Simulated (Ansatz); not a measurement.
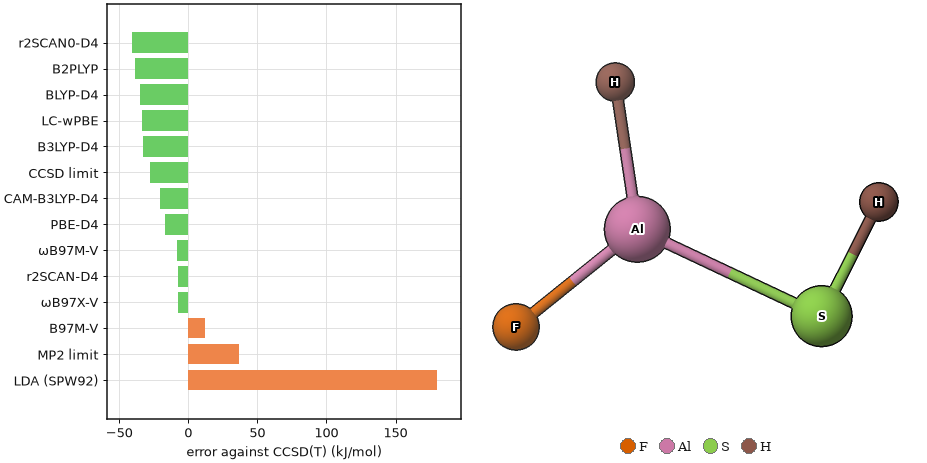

Error in the electronic atomisation energy (method less reference, so positive means overbinding) of AlH₂SF, SMILES [F][AlH][SH], singlet: functionals in def2-TZVPP against frozen-core CCSD(T) at the limit (scheme: direct), which gives 1618.3 kJ/mol, at a PBE0-D4/def2-TZVP geometry (a minimum by its frequencies), no zero-point or spin-orbit term, the Ansatz code 0.2.0. The reference leaves out core correlation, a term that grows with the number of heavy atoms. B2PLYP holds a correlation term that converges slowly with the basis, so part of the distance to the limit is basis error. No dispersion term is added to B2PLYP and LC-wPBE. Limit means the basis limit.

Q: Which of these levels overbind, and which underbind?

A: Overbind: MP2 limit and LDA (SPW92). Underbind: r2SCAN0-D4, B2PLYP, BLYP-D4, LC-wPBE, B3LYP-D4, CCSD limit, CAM-B3LYP-D4 and PBE-D4. Within 15 kJ/mol of zero, too close to call in view of what the reference leaves out: ωB97M-V, r2SCAN-D4, ωB97X-V and B97M-V.

Q: Give the values.

A:
| level | kJ/mol |
| --- | --- |
| r2SCAN0-D4 | −41.1 |
| B2PLYP | −38.4 |
| BLYP-D4 | −34.6 |
| LC-wPBE | −33.2 |
| B3LYP-D4 | −32.8 |
| CCSD limit | −27.8 |
| CAM-B3LYP-D4 | −20.8 |
| PBE-D4 | −16.9 |
| ωB97M-V | −8.2 |
| r2SCAN-D4 | −7.2 |
| ωB97X-V | −7.2 |
| B97M-V | 11.8 |
| MP2 limit | 36.8 |
| LDA (SPW92) | 179.8 |
